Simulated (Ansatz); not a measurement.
Zr$_{3}$N$_{4}$ (space group I-43d)

Space group I-43d (No. 220); a = b = c = 6.7826 Å, α = β = γ = 90.00°

| atom | site | symmetry | x | y | z |
|---|---|---|---|---|---|
| Zr | 12a | -4.. | 0.0000 | 0.2500 | 0.3750 |
| N | 16c | .3. | 0.0670 | 0.0670 | 0.0670 |
(The calculation used a cell of 14 atoms; values per cell refer to that cell.)

The volume is varied about the relaxed value V₀ at fixed cell shape. The atoms relax within the cell's symmetry.

Calculation: PBE (plane waves to 420 eV, PAW, scalar-relativistic; Ansatz, a program for electronic structure). k mesh 6×6×6 (Γ-centred), Fermi-Dirac smearing 0.05 eV. E stands for the smeared free energy. Zr3N4 is run without spin polarisation. Zr3N4 was relaxed with its symmetry unable to fall. The zero of ΔE is the relaxed starting cell.

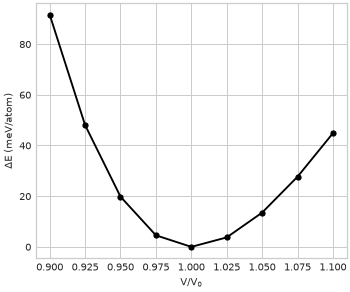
ΔE (meV/atom) against V/V₀; computed points joined by lines.

What is ΔE at V/V₀ = 1.100?

About 45 meV/atom.

What is ΔE at V/V₀ = 0.900?

About 92 meV/atom.

What bulk modulus B₀ follows from a third-order Birch-Murnaghan fit?

About 180 GPa.

(Under strain, the slope of the energy per volume gives the stress and its curvature an elastic modulus.)
